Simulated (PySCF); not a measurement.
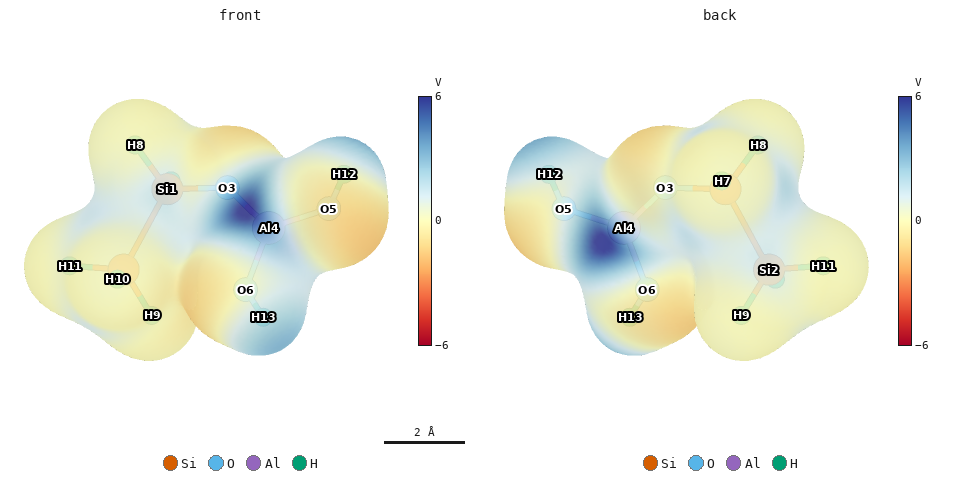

Figure 1: AlH7O3Si2. The molecular electrostatic potential painted on the density surface at 0.004 e/bohr³, seen from the front and from behind; the colour scale runs from red (negative) to blue (positive).

Geometry: PBE0-D3(BJ)/def2-SVP.

Theory: PySCF 2.14.0, PBE0/pcSseg-1, SCF density, gas phase, non-relativistic.

Input

```
{"job": {"kind": "nmr", "xc": "PBE0", "basis": "pcSseg-1"}, "charge": 0, "multiplicity": 1}
Si     1.066385    -1.294524     0.031384
Si    -0.672586    -1.399856    -1.552443
O      1.021881     0.105617     0.923380
Al     0.052965     1.489320     1.084352
O      0.421739     2.758026     2.138486
O     -1.323399     1.524564     0.101833
H      0.969113    -2.475902     0.946232
H      2.378410    -1.383870    -0.684605
H     -2.018097    -1.421410    -0.904474
H     -0.597419    -0.262400    -2.519049
H     -0.502999    -2.675571    -2.322969
H      1.184973     2.790986     2.716203
H     -1.971005     2.227660     0.049010
```

Run with:

```sh
OMP_NUM_THREADS=1 python cluster_run.py task.json out
```

Describe the electrostatic potential map.

The most negative region (about −1.6 V) lies over O5, the most positive (about +5.8 V) over Al4. O5 is the likeliest acceptor of a hydrogen bond.

What dipole moment does the calculation give?

Its dipole moment is 1.72 D.
